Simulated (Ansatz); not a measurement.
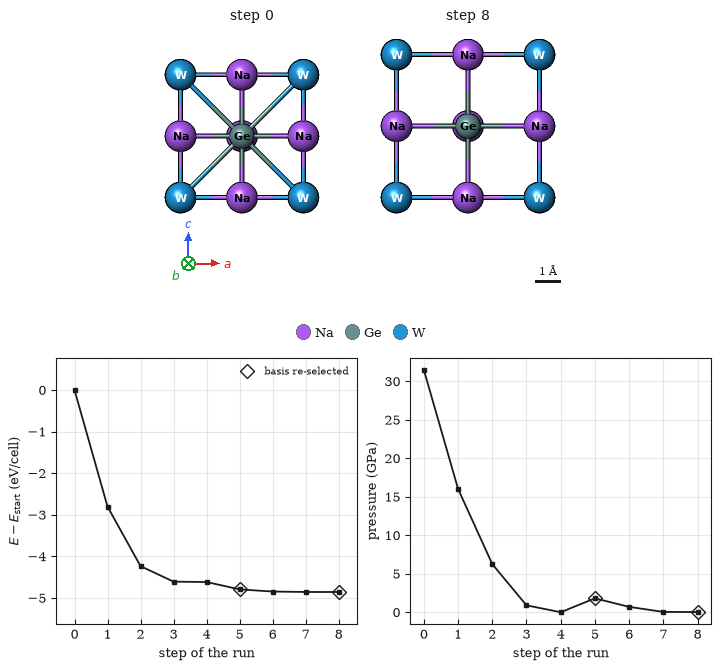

First and last geometry of a relaxation of a crystal of Na4Ge3W (a generated structure, set up in Pm-3m) (coarse preliminary run), with the history of the run. Style: ball-and-stick. Shown: the cell of the calculation, along the b axis.

Method: Ansatz 0.2.0, DFT PBE, scalar-relativistic, plane waves, PAW.

Input file:
```yaml
crystal:
  lattice:
    - [5.02861765, 0.0, 0.0]
    - [0.0, 5.02861765, 0.0]
    - [0.0, 0.0, 5.02861765]
  atoms:
    - { symbol: Na, position: [0.5, 0.0, 0.0] }
    - { symbol: Na, position: [0.5, 0.5, 0.5] }
    - { symbol: Na, position: [0.0, 0.0, 0.5] }
    - { symbol: Na, position: [0.0, 0.5, 0.0] }
    - { symbol: Ge, position: [0.0, 0.5, 0.5] }
    - { symbol: Ge, position: [0.5, 0.0, 0.5] }
    - { symbol: Ge, position: [0.5, 0.5, 0.0] }
    - { symbol: W, position: [0.0, 0.0, 0.0] }
basis:
  ecutwfc: 420
kpoints:
  mp_grid: { grid: [4, 4, 4] }
hamiltonian:
  xc: pbe
scf:
  occupations: { method: gaussian, width: 0.1 }
  lower_state_search: "off"
output:
  forces: true
  stress: true
  eigenvalues: true
relax:
  adjacent_minimum: "off"
  f_tol: 0.04
  max_steps: 70
  cell: { stress_tol: 0.4 }
```

Launched with:
```bash
ansatz run input.yaml --threads 1 --pin off --max-ram 2048MiB --backend cpu --events-out ev --progress --plain --runs-dir out
```

Did the run converge, and what did it change?

Answer. It converged. The atoms keep their places relative to the cell (all moves are under 0.005 Å). The volume changes by +57.5 %, with a = b = c 5.029 → 5.851 Å (+16.3 %). Among the contacts that change: Ge5–W8 3.556 → 4.137 Å, Na1–Ge6 2.514 → 2.925 Å, Na1–W8 2.514 → 2.925 Å. The space group stays Pm-3m (No. 221). After 6 accepted moves (8 points after the start) the energy has fallen by 4.855 eV per cell of the calculation. All forces vanish by symmetry, so only the cell relaxes. Pressure: 31.50 GPa at the start and 0.03 GPa at the end. The SCF was repeated twice at an unchanged geometry on a basis and grid sized afresh for the cell, which shifted the energy by 0.177 eV per cell of the calculation at most. Cost: 54 s on 1 thread of Arm Neoverse V1, with other jobs on the host, peak memory 0.46 GiB.
